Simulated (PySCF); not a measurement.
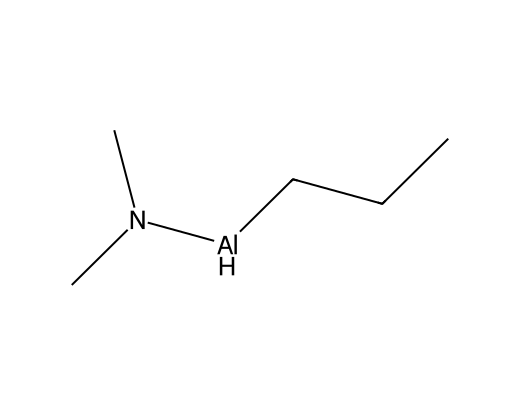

**Give its SMILES.**

CC[CH2][AlH][N](C)C

**Give the formula, hydrogens included.**

C5H14AlN.

**An optimisation with PBE0-D3(BJ)/def2-SVP gave a structure of which point group?**

C1. Other conformers may differ.

More results for the same structure follow; atom numbers are the same in all pictures, views and colours differ. The computed structure is the end point of a PBE0-D3(BJ)/def2-SVP optimisation. No frequency run is at hand to confirm it as a minimum.

**Shape**

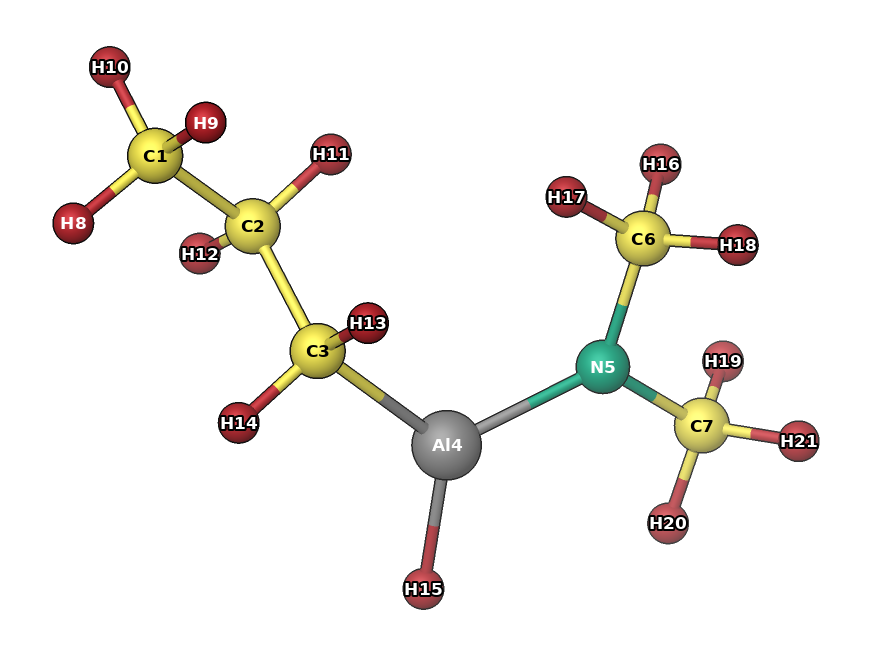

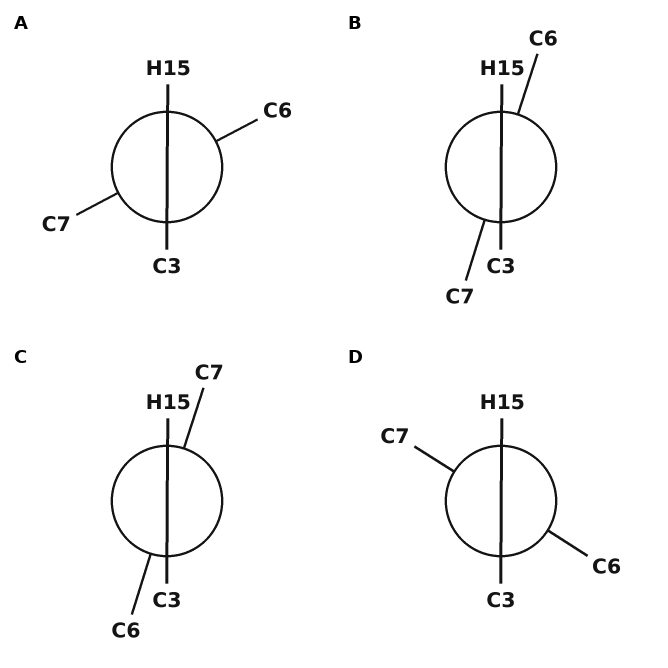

Depth is shown by fading: the farther an atom, the more it takes the colour of the background. Bonds that would overlap in a projection are set slightly apart. No frequency run is at hand to confirm it as a minimum.

**Which Newman projection shows the view along Al4–N5, with Al4 in front?**

C. The torsion angle C3–Al4–N5–C6 is 2°, synperiplanar (eclipsed).

**Electronic properties**

No frequency run is at hand to confirm it as a minimum. Method: ωB97X-D/def2-SVPD, gas phase (PySCF 2.14.0). Excitations: vertical, linear response.

Computed properties:

- dipole moment: 0.74 D
- HOMO energy (Kohn–Sham orbital): −8.13 eV
- LUMO energy (Kohn–Sham orbital): 1.21 eV
- HOMO–LUMO gap: 9.35 eV
- mean static polarisability: 99.9 bohr³
- lowest vertical singlet excitation: 5.33 eV
- its oscillator strength: 0.138

**Core levels**

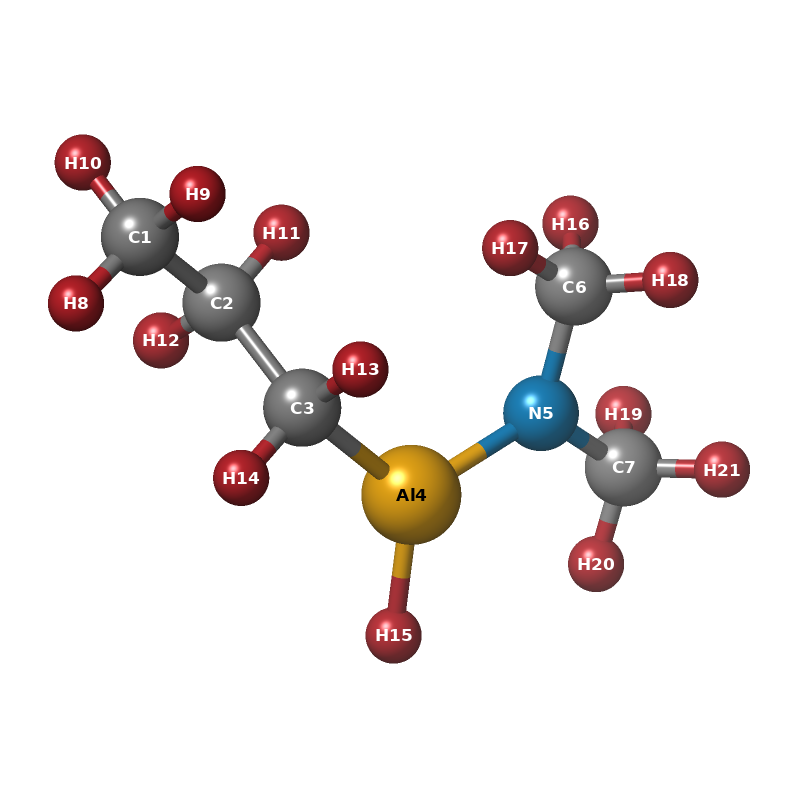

No frequency run is at hand to confirm it as a minimum. Level of theory: delta-SCF UKS SCAN, pcX-2 on the ionised atom, pcseg-1 elsewhere, spin-free X2C (PySCF 2.14.0).

Give the core-electron binding energies (to vacuum; p and d levels without spin–orbit splitting) of C1 1s, C2 1s, C3 1s, Al4 1s, Al4 2p, N5 1s, C6 1s.

```csv
atom,level,binding energy (eV)
C1,1s,290.3
C2,1s,290.4
C3,1s,289.4
Al4,1s,1565.8
Al4,2p,79.4
N5,1s,403.7
C6,1s,291.2
```

**Bond orders**

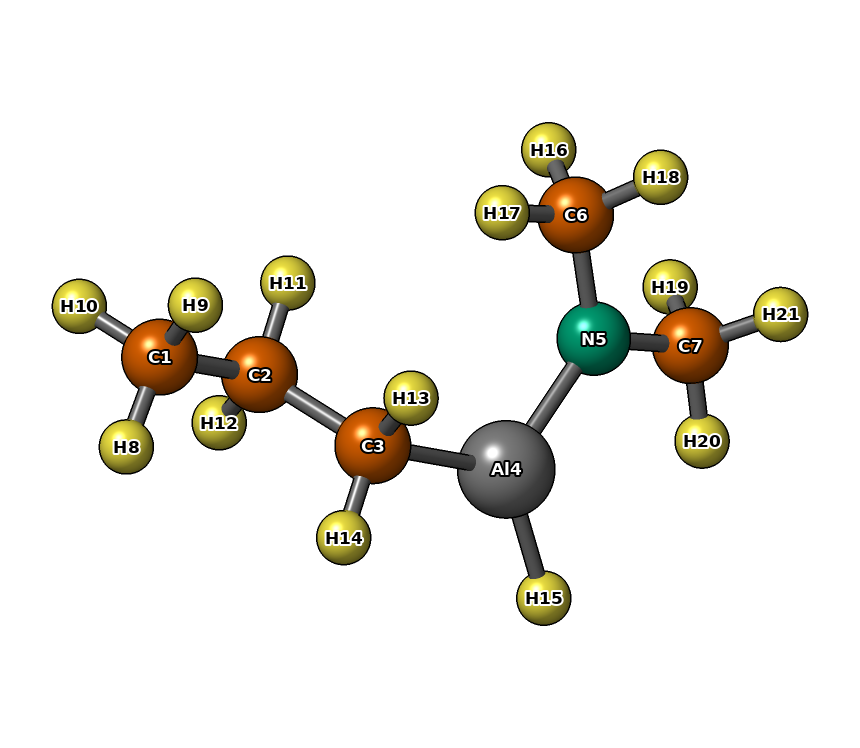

The thickness of each stick grows with its Mayer bond order. No frequency run is at hand to confirm it as a minimum. Computed with PBE0/pcSseg-1 (PySCF 2.14.0).

**Which bond between heavy atoms has the lowest Mayer bond order?**

C3–Al4, 0.85, at 1.967 Å.

List the Mayer bond orders of C1–C2, C2–C3, C3–Al4, Al4–N5, N5–C6, N5–C7 (bonds between heavy atoms, one of each equivalent set).

```
  bond  Mayer order  length (Å)
 C1–C2         1.06       1.522
 C2–C3         1.03       1.534
C3–Al4         0.85       1.967
Al4–N5         0.99       1.791
 N5–C6         0.97       1.441
 N5–C7         0.96       1.441
```

**NMR shielding**

The questions are on isotropic NMR shieldings of the C atoms. No frequency run is at hand to confirm it as a minimum. Properties computed with GIAO PBE/pcSseg-1 NMR shielding, non-relativistic, gas phase (PySCF 2.14.0).

List the isotropic NMR shieldings of the C atoms.

```tsv
atom	σ (ppm)
C1	156.8
C2	157.7
C3	166.3
C6	136.5
C7	136.0
```
